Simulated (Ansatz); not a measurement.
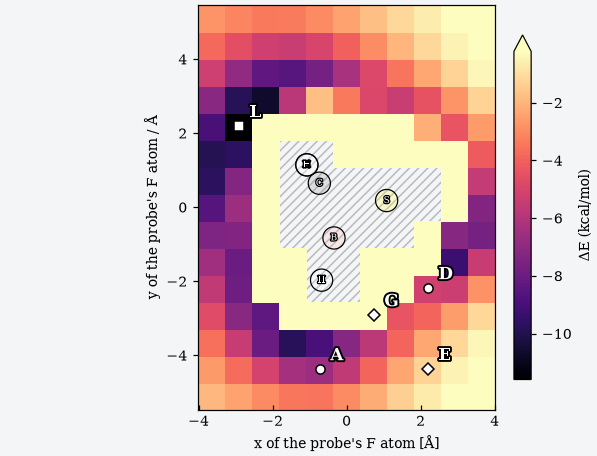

CH₃BS (SMILES B1CS1) with the probe F-. The probe is moved over the molecule's main plane. The first coordinate is: x of the probe's F atom; the second: y of the probe's F atom. Nothing is relaxed (molecule and probe rigid). The grid has 11 × 15 points. At 23 points there is no value (left out of the scan, as a rule where atoms come close). Points are written as (first, second). All energies are given in kcal/mol relative to molecule and probe far apart, each relaxed in its own basis (no counterpoise correction). Energies and slopes of some neighbouring points disagree (a jump in structure or state, or too coarse a mesh). Method: Ansatz 0.2.0, RKS CAM-B3LYP-D4/def2-SVPD.

In the figure: one coloured cell a grid point, labelled circles for the molecule's atoms, projected on the plane, one colour for all values above the top of the scale, hatched blanks where no value was computed, lettered points.

Q: Is D the lowest point of the computed grid?

A: No. D lies 6.4 kcal/mol above the lowest grid point, which is at (−2.92 Å, 2.19 Å) [nearest 2 H at 2.31 Å].

Q: Rank the lettered points by energy, lowest first.

A: L (−11.6 kcal/mol), A (−6.6 kcal/mol), D (−5.2 kcal/mol), E (−1.3 kcal/mol), G (1.0 kcal/mol).
